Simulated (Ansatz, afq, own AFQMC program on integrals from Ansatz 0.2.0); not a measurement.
# BO (doublet): quantum Monte Carlo beside coupled cluster at distance B1–O2 = 2.167 Å, 6-31G, part 2 of 2

Ansatz 0.2.0, Gaussian basis, and an in-house AFQMC program (afq) on its integrals; all values are calculated; 6-31G, frozen cores.

### Step 15. Phaseless AFQMC, single-determinant trial on UHF (settings varied)

It reads the integrals that the CCSD(T) run on this determinant wrote.

Command:

```console
> afq ham --method phaseless --trial hf --walkers 80 --populations 1 --least-time 40 --time-step 0.01 --steps-per-block 10 --equilibration-blocks 30 --max-blocks 600 --target-error 0.00144 --factor-cut 0.001 --start spin_pure --seed 4181 --taylor-order 6
```

Output:

```text
orbitals 16  electrons 5 4  factors 65 of 201
reference energy -99.31289788 Eh
CCSD correlation -0.15366279 Eh in 20 cycles, weight of the determinant in the CISD state 0.7120
energy of the start -99.327329 Eh
 block  time / (1/Eh)  mean weight  energy / Eh
     1     0.100  1.0040  -99.362943
     2     0.200  0.9984  -99.375782
     3     0.300  1.0006  -99.398237
     4     0.400  1.0056  -99.398060
     5     0.500  1.0022  -99.404958
     6     0.600  1.0030  -99.424640
     7     0.700  1.0010  -99.436542
     8     0.800  1.0004  -99.435649
     9     0.900  0.9980  -99.436482
    10     1.000  0.9962  -99.433863
    16     1.600  0.9973  -99.433970
    31     3.100  1.0001  -99.449709
    46     4.600  0.9976  -99.476061
    61     6.100  0.9981  -99.450928
    76     7.600  1.0009  -99.500156
    91     9.100  0.9970  -99.480320
   106    10.600  0.9983  -99.448806
   121    12.100  0.9981  -99.442978
   136    13.600  1.0019  -99.523036
   151    15.100  1.0010  -99.478705
   166    16.600  1.0019  -99.508878
   181    18.100  0.9984  -99.435310
   196    19.600  0.9993  -99.451479
   211    21.100  0.9997  -99.449449
   226    22.600  0.9966  -99.444728
   241    24.100  1.0058  -99.485589
   256    25.600  1.0026  -99.502668
   271    27.100  1.0000  -99.479766
   286    28.600  1.0038  -99.483509
   301    30.100  1.0023  -99.467655
   316    31.600  0.9978  -99.478963
   331    33.100  0.9984  -99.458658
   346    34.600  0.9926  -99.487539
   361    36.100  1.0020  -99.449954
   376    37.600  0.9996  -99.450127
   391    39.100  0.9965  -99.503372
   406    40.600  0.9991  -99.473968
   421    42.100  0.9990  -99.429085
   436    43.600  1.0027  -99.476567
   451    45.100  0.9951  -99.488518
   466    46.600  0.9983  -99.457299
   481    48.100  0.9974  -99.482364
   496    49.600  1.0034  -99.484143
   511    51.100  1.0027  -99.456972
   526    52.600  1.0015  -99.447076
   541    54.100  1.0044  -99.482487
   556    55.600  1.0052  -99.471268
   571    57.100  1.0039  -99.482128
   586    58.600  1.0004  -99.449653
   601    60.100  1.0033  -99.458115
   616    61.600  1.0000  -99.472431
blocks merged  error / Eh  count
     1  0.000839  600
     2  0.001081  300
     4  0.001348  150
     8  0.001507  75
    16  0.001643  37
    32  0.001542  18
    64  0.001672  9
energy -99.466827 +/- 0.001643 Eh
```

It took 23 s on 1 × NVIDIA H100 80GB HBM3 with 2 threads of AMD EPYC 7R13 (Zen 3), shared host.

Energy -2706.6302 ± 0.0447 eV. Caveats: constraint bias not in the error; large difference.

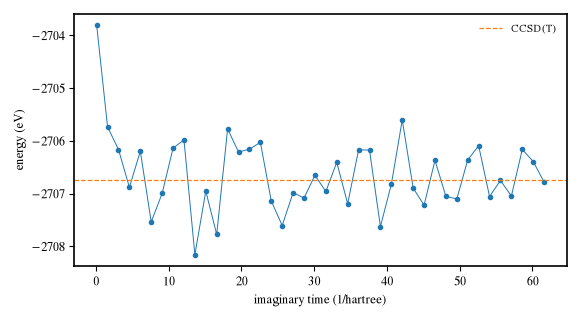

Block energies along the walk.

### Step 16. CCSD(T) on ROHF

in.yaml reads:

```yaml
crystal:
  periodic: [false, false, false]
  atoms:
    - {symbol: B, position_ang: [0.000000, 0.000000, 0.000000]}
    - {symbol: O, position_ang: [0.000000, 0.000000, 2.167000]}
basis:
  gaussian: {orbitals: 6-31G}
magnetization: {spin_polarized: false, initial_magnetization: 1}
correlation: {method: ccsd_t, electrons: outside_noble_gas, hamiltonian_folder: ham}
```

Command:

```console
> ansatz run in.yaml --threads 1 --pin off --events-out ev --progress --plain --max-ram 24576MiB --backend cuda --devices 0, --max-vram 18GiB
```

Output, shortened:

```text
Functional definition: HF
  name "HF"
  cite "Fock, Z. Phys. 61, 126 (1930) doi:10.1007/BF01340294"
  parent pbe
[...]
201 factors; integrals over basis functions are off by at most 1.9e-4 eV
[...]
mean field -2701.86766810 eV, -99.2918054110 hartree, gradient 2.6e-6 eV, S^2 0.750000; 14 other end points of the search recorded, 0 dependent functions left out
[...]
determinant -2701.86766810 eV, -99.2918054110 hartree, with singles and doubles -2706.55952480 eV, -99.4642279643 hartree
[...]
reference -2701.86766810 eV, -99.2918054110 hartree; 5, 4 occupied and 11, 12 virtual orbitals, 201 factors
second order -3.85176035 eV of doubles, -0.01559462 eV of singles
cycle   1  -4.70526504 eV  change   -4.8e-6 eV  update   4.6e-6
perturbative correction -0.17985945 eV, -0.0066097128 hartree
WARN: the results are in doubt because among natural orbitals full CI differs from the method by -0.085 eV
Total energy: -2706.75279259 eV, -99.4713304246 hartree
In doubt: among natural orbitals full CI differs from the method by -0.085 eV
```

Wall time 6.5 s (1 × NVIDIA H100 80GB HBM3 with 1 thread of AMD EPYC 7R13 (Zen 3), shared host).

From the report: correlation -4.8851 eV; T1 0.049; largest double amplitude 0.17. The program marks this result as in doubt; its last lines say why.

This run also writes the integrals to the folder ham.

### Step 17. Full CI

in.yaml reads:

```yaml
hamiltonian:
  integrals:
    folder: ../ham
correlation: {method: fci}
```

Same command.

Output:

```text
Functional definition: HF
  name "HF"
  cite "Fock, Z. Phys. 61, 126 (1930) doi:10.1007/BF01340294"
  parent pbe
  exchange = exact_x
  correlation = 0
reference -2701.86766810 eV, -99.2918054110 hartree; 5, 4 occupied and 11, 12 virtual orbitals, 201 factors
state -2706.83772296 eV, -99.4744515582 hartree
Total energy: -2706.83772296 eV, -99.4744515582 hartree
```

Wall time 9.5 s (1 × NVIDIA H100 80GB HBM3 with 1 thread of AMD EPYC 7R13 (Zen 3), shared host).

From the report: 1,987,440 determinants.

### Step 18. CCSDT(Q) on ROHF

in.yaml reads:

```yaml
crystal:
  periodic: [false, false, false]
  atoms:
    - {symbol: B, position_ang: [0.000000, 0.000000, 0.000000]}
    - {symbol: O, position_ang: [0.000000, 0.000000, 2.167000]}
basis:
  gaussian: {orbitals: 6-31G}
magnetization: {spin_polarized: false, initial_magnetization: 1}
correlation: {method: ccsdt_q, electrons: outside_noble_gas}
```

Same command.

Output, shortened:

```text
Functional definition: HF
  name "HF"
  cite "Fock, Z. Phys. 61, 126 (1930) doi:10.1007/BF01340294"
  parent pbe
[...]
336 factors; integrals over basis functions are off by at most 4.1e-8 eV
[...]
mean field -2701.86769315 eV, -99.2918063315 hartree, gradient 2.5e-6 eV, S^2 0.750000; 14 other end points of the search recorded, 0 dependent functions left out
[...]
reference -2701.86769315 eV, -99.2918063315 hartree; 5, 4 occupied and 11, 12 virtual orbitals, 336 factors
second order -3.85183204 eV of doubles, -0.01559427 eV of singles
cycle   1  -4.10300258 eV  change   -2.3e-1 eV  update   1.5e-1
[...]
cycle  34  -4.93958075 eV  change    9.2e-7 eV  update   6.0e-7
perturbative correction -0.03150830 eV, -0.0011579085 hartree
Total energy: -2706.83878220 eV, -99.4744904845 hartree
```

Run time: 23 s. Hardware: 1 × NVIDIA H100 80GB HBM3 with 1 thread of AMD EPYC 7R13 (Zen 3), shared host.

From the report: correlation -4.9711 eV; T1 0.055; largest double amplitude 0.18.

### Step 19. CCSDTQ on ROHF

in.yaml, as its differences from that of step 18:

```diff
@@ -8,2 +8,2 @@
 magnetization: {spin_polarized: false, initial_magnetization: 1}
-correlation: {method: ccsdt_q, electrons: outside_noble_gas}
+correlation: {method: ccsdtq, electrons: outside_noble_gas}
```

The command is unchanged.

Output, shortened:

```text
Functional definition: HF
  name "HF"
  cite "Fock, Z. Phys. 61, 126 (1930) doi:10.1007/BF01340294"
  parent pbe
[...]
336 factors; integrals over basis functions are off by at most 4.1e-8 eV
[...]
mean field -2701.86769315 eV, -99.2918063315 hartree, gradient 2.5e-6 eV, S^2 0.750000; 14 other end points of the search recorded, 0 dependent functions left out
[...]
2 core orbitals not correlated: weight in the atoms' cores, before any rotation towards them, 1.000 or more for the frozen orbitals, at most 0.000 for the correlated occupied ones
reference -2701.86769315 eV, -99.2918063315 hartree; 5, 4 occupied and 11, 12 virtual orbitals, 336 factors
second order -3.85183204 eV of doubles, -0.01559427 eV of singles
cycle   1  -4.10300258 eV  change   -2.3e-1 eV  update   1.5e-1
[...]
cycle   5  -4.97112854 eV  change    3.7e-7 eV  update   2.7e-7
Total energy: -2706.83882169 eV, -99.4744919358 hartree
```

It took 60 s on 1 × NVIDIA H100 80GB HBM3 with 1 thread of AMD EPYC 7R13 (Zen 3), shared host.

From the report: correlation -4.9711 eV; T1 0.054; largest double amplitude 0.18.

### Step 20. Phaseless AFQMC, CISD trial on ROHF

It reads the integrals that the CCSD(T) run on this determinant wrote.

Command:

```console
> afq ham --method phaseless --trial cisd --walkers 4000 --populations 20 --least-time 60 --time-step 0.005 --steps-per-block 50 --equilibration-blocks 40 --max-blocks 4000 --target-error 0.00036 --factor-cut 1e-05 --start spin_pure --seed 6795 --release-times 0.24,0.51,0.99,1.62,2.4 --release-step 0.03 --release-every 3 --taylor-order 6
```

Output:

```text
orbitals 16  electrons 5 4  factors 85 of 201
reference energy -99.29180541 Eh
CCSD correlation -0.17291527 Eh in 19 cycles, weight of the determinant in the CISD state 0.8392
energy of the start -99.464714 Eh
 block  time / (1/Eh)  mean weight  energy / Eh
     1     0.250  0.9999  -99.463371
     2     0.500  0.9999  -99.464353
     3     0.750  1.0001  -99.466346
     4     1.000  0.9999  -99.466678
     5     1.250  1.0000  -99.467614
     6     1.500  0.9999  -99.468369
     7     1.750  1.0001  -99.469012
     8     2.000  1.0002  -99.469447
     9     2.250  0.9999  -99.469011
    10     2.500  0.9997  -99.469106
    11     2.750  0.9999  -99.469788
    13     3.250  1.0000  -99.471309
    15     3.750  0.9998  -99.471764
    17     4.250  0.9999  -99.472230
    19     4.750  1.0000  -99.471618
    21     5.250  0.9998  -99.471452
    23     5.750  1.0000  -99.470322
    25     6.250  0.9998  -99.470394
    27     6.750  1.0001  -99.470713
    29     7.250  0.9999  -99.471159
    31     7.750  1.0001  -99.473670
    33     8.250  0.9996  -99.471833
    35     8.750  1.0001  -99.472554
    37     9.250  1.0000  -99.473258
    39     9.750  1.0001  -99.471282
    41    10.250  1.0002  -99.471214
    43    10.750  1.0000  -99.473266
    45    11.250  1.0001  -99.472743
    47    11.750  1.0000  -99.472027
    49    12.250  1.0002  -99.472851
    51    12.750  0.9996  -99.470963
    53    13.250  1.0001  -99.470796
    55    13.750  0.9997  -99.472429
    57    14.250  0.9997  -99.471251
    59    14.750  1.0001  -99.469773
    61    15.250  1.0001  -99.470707
    63    15.750  1.0001  -99.471500
    65    16.250  1.0000  -99.472130
    67    16.750  1.0000  -99.470873
    69    17.250  0.9999  -99.470987
    71    17.750  1.0001  -99.469899
    73    18.250  0.9999  -99.471421
    75    18.750  1.0000  -99.472436
    77    19.250  1.0001  -99.472403
    79    19.750  1.0002  -99.472041
    81    20.250  0.9997  -99.472180
    83    20.750  1.0002  -99.472131
    85    21.250  1.0003  -99.471228
    87    21.750  1.0000  -99.471996
    89    22.250  1.0002  -99.472158
error from the spread of 20 populations
released: time / (1/Eh)  energy / Eh  error  mean overlap
  0.24  -99.472226  0.000282  1.0010
  0.51  -99.472589  0.000259  1.0018
  0.99  -99.472864  0.000277  1.0004
  1.62  -99.473103  0.000467  1.0030
  2.40  -99.474302  0.000542  0.9985
energy -99.471660 +/- 0.000269 Eh
```

It took 32 s on 1 × NVIDIA H100 80GB HBM3 with 2 threads of AMD EPYC 7R13 (Zen 3), shared host.

Energy -2706.7618 ± 0.0073 eV. Caveats: constraint bias not in the error; large difference.

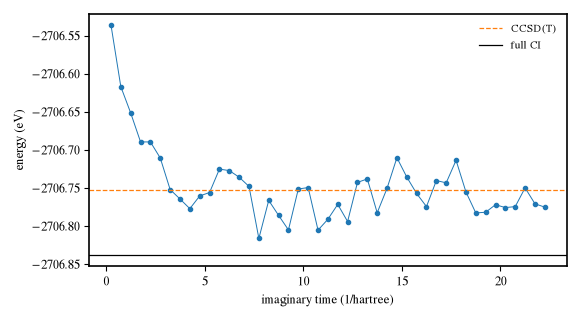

Block energies along the walk.

### Step 21. Phaseless AFQMC, single-determinant trial on ROHF (settings varied)

It reads the integrals that the CCSD(T) run on this determinant wrote.

Command:

```console
> afq ham --method phaseless --trial hf --walkers 80 --populations 1 --least-time 40 --time-step 0.01 --steps-per-block 10 --equilibration-blocks 30 --max-blocks 600 --target-error 0.00144 --factor-cut 0.001 --start spin_pure --seed 4181 --taylor-order 6
```

Output:

```text
orbitals 16  electrons 5 4  factors 65 of 201
reference energy -99.29180541 Eh
CCSD correlation -0.17293926 Eh in 19 cycles, weight of the determinant in the CISD state 0.8392
energy of the start -99.291807 Eh
 block  time / (1/Eh)  mean weight  energy / Eh
     1     0.100  1.0040  -99.332924
     2     0.200  0.9987  -99.346749
     3     0.300  1.0010  -99.375381
     4     0.400  1.0053  -99.376671
     5     0.500  1.0034  -99.389009
     6     0.600  1.0039  -99.409766
     7     0.700  1.0011  -99.417468
     8     0.800  1.0011  -99.423525
     9     0.900  0.9997  -99.428614
    10     1.000  0.9976  -99.427814
    16     1.600  0.9969  -99.423269
    31     3.100  1.0017  -99.474502
    46     4.600  0.9969  -99.456492
    61     6.100  0.9987  -99.459490
    76     7.600  0.9988  -99.499946
    91     9.100  0.9986  -99.500154
   106    10.600  0.9971  -99.441786
   121    12.100  0.9986  -99.467847
   136    13.600  0.9989  -99.522430
   151    15.100  0.9984  -99.475950
   166    16.600  1.0037  -99.508436
   181    18.100  0.9984  -99.421366
   196    19.600  0.9961  -99.405020
   211    21.100  1.0017  -99.421734
   226    22.600  0.9924  -99.423558
   241    24.100  1.0057  -99.502677
   256    25.600  1.0026  -99.531047
   271    27.100  1.0056  -99.467091
   286    28.600  1.0011  -99.477987
   301    30.100  0.9998  -99.450836
   316    31.600  0.9973  -99.459028
   331    33.100  1.0073  -99.511994
   346    34.600  0.9955  -99.477847
   361    36.100  0.9945  -99.450359
   376    37.600  1.0053  -99.474804
   391    39.100  0.9964  -99.407648
   406    40.600  1.0017  -99.469030
   421    42.100  0.9973  -99.432132
   436    43.600  0.9995  -99.465778
   451    45.100  0.9981  -99.491955
   466    46.600  0.9980  -99.426086
   481    48.100  1.0011  -99.495178
   496    49.600  1.0027  -99.531056
   511    51.100  1.0043  -99.461766
   526    52.600  0.9973  -99.500337
   541    54.100  1.0085  -99.573038
   556    55.600  1.0022  -99.498580
   571    57.100  1.0029  -99.553947
   586    58.600  1.0026  -99.478783
   601    60.100  1.0043  -99.460169
   616    61.600  0.9995  -99.505453
blocks merged  error / Eh  count
     1  0.001509  600
     2  0.001982  300
     4  0.002530  150
     8  0.003090  75
    16  0.003821  37
    32  0.004557  18
    64  0.005333  9
energy -99.472653 +/- 0.004557 Eh
```

It took 37 s on 1 × NVIDIA H100 80GB HBM3 with 2 threads of AMD EPYC 7R13 (Zen 3), shared host.

Energy -2706.7888 ± 0.1240 eV. The run doesn't count as converged. Caveats: constraint bias not in the error; error above the target; large difference.

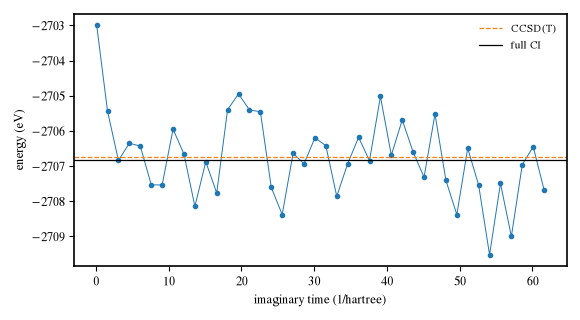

Block energies along the walk.

### Step 22. AFQMC on the ladder

The full CI on restricted orbitals is not used as the yardstick for these unrestricted rows.

On the UHF determinant, counted from CCSDTQ (a yardstick, not exact):

| level | energy (eV) | from CCSDTQ (kJ/mol) | statistical error (kJ/mol) | time |
| --- | --- | --- | --- | --- |
| HF | -2702.4416 | +424.3 |  |  |
| MP2 | -2705.1719 | +160.8 |  |  |
| CCSD | -2706.6224 | +20.9 |  |  |
| CCSD(T) | -2706.7363 | +9.9 |  |  |
| CCSDT(Q) | -2706.8635 | -2.4 |  |  |
| CCSDTQ | -2706.8388 | 0.0 |  |  |
| Phaseless AFQMC, CISD trial, step 0.005, 4000 walkers | -2706.7947 | +4.2 | 0.8 | 24 s |
| Phaseless AFQMC, single-determinant trial, step 0.01, 80 walkers | -2706.6302 | +20.1 | 4.3 | 23 s |

On the ROHF determinant, counted from full CI (exact for this spin and basis):

| level | energy (eV) | from full CI (kJ/mol) | statistical error (kJ/mol) | time |
| --- | --- | --- | --- | --- |
| HF | -2701.8677 | +479.5 |  |  |
| MP2 | -2705.7350 | +106.4 |  |  |
| CCSD | -2706.5729 | +25.6 |  |  |
| CCSD(T) | -2706.7528 | +8.2 |  |  |
| CCSDT(Q) | -2706.8388 | -0.1 |  |  |
| CCSDTQ | -2706.8388 | -0.1 |  |  |
| full CI | -2706.8378 | 0.0 |  |  |
| Phaseless AFQMC, CISD trial, step 0.005, 4000 walkers | -2706.7618 | +7.3 | 0.7 | 32 s |

The functionals' totals stand on their own zeros and serve differences with other points: PBE -2712.343 eV; r2SCAN -2713.975 eV; PBE0 -2712.153 eV; B3LYP -2715.560 eV; wB97M-V -2714.607 eV; B2PLYP -2712.318 eV.

### Step 23. Summary of results

This closing draws on all 2 parts.

```
                                        quantity              value
                      CCSD(T) on UHF from CCSDTQ        +9.9 kJ/mol
  Phaseless AFQMC, CISD trial on UHF from CCSDTQ  +4.2 ± 0.8 kJ/mol
                    CCSD(T) on ROHF from full CI        +8.2 kJ/mol
Phaseless AFQMC, CISD trial on ROHF from full CI  +7.3 ± 0.7 kJ/mol
```

On UHF the phaseless walk with the CISD trial lies +4.2 kJ/mol from CCSDTQ, 6 times its error bar. On ROHF the phaseless walk with the CISD trial lies +7.3 kJ/mol from full CI, 10 times its error bar: mostly the bias of the constraint. Error bars are statistical and leave out the constraint, the time step and what remains of the start.
